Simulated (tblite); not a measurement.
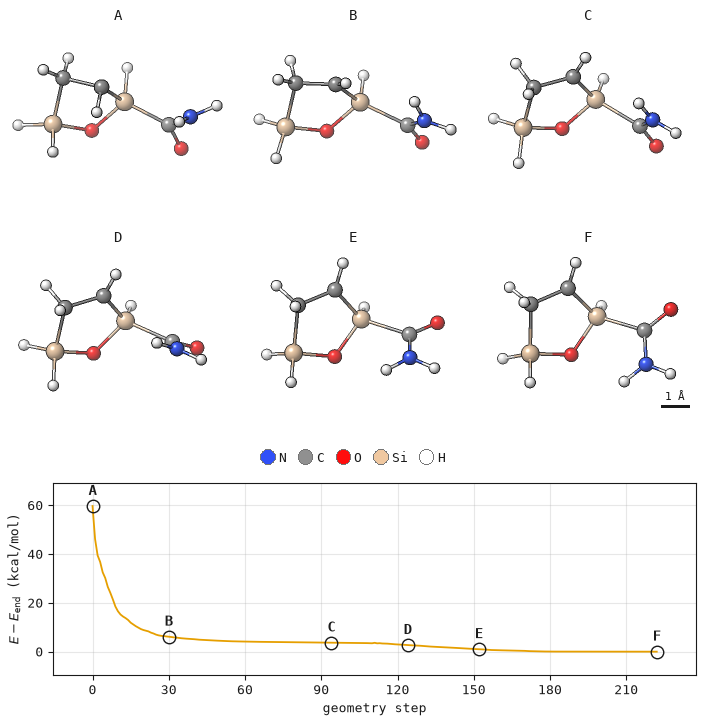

Frames of a relaxation of C3H8NO2Si2 (multiplicity 2), marked on the history of the run. Style: ball-and-stick. Shown from a free direction.

Method: GFN2-xTB geometry optimisation, gas phase (tblite). 

Describe the path.

After 222 geometry steps the energy has fallen by 59.7 kcal/mol. The largest move after the best rigid fit is that of an H atom, 2.71 Å. Largest moves by element: H 2.71 Å, O 2.58 Å, N 1.09 Å, C 1.00 Å, Si 0.46 Å. Some distances before and after: C–Si 1.811 → 1.922 Å, O–Si 1.728 → 1.628 Å, C–O 1.298 → 1.215 Å, O–Si 1.744 → 1.662 Å. Bond angles that change, for instance: Si–C–H 108.2° → 127.1°, Si–O–Si 102.7° → 119.1°, Si–C–C 98.2° → 114.4°. Groups turn about C–Si by about 135°, C–N by about 60°. From step 0 to 30: an H atom moves most (1.19 Å), energy −53.5 kcal/mol. From step 30 to 94: an H atom moves most (1.08 Å), energy −2.42 kcal/mol. From step 94 to 124: O and H atoms move most (0.82 Å), energy −1.03 kcal/mol. From step 124 to 152: an H atom moves most (1.17 Å), energy −1.69 kcal/mol. From step 152 to 222: O and H atoms move most (0.71 Å), energy −1.01 kcal/mol.
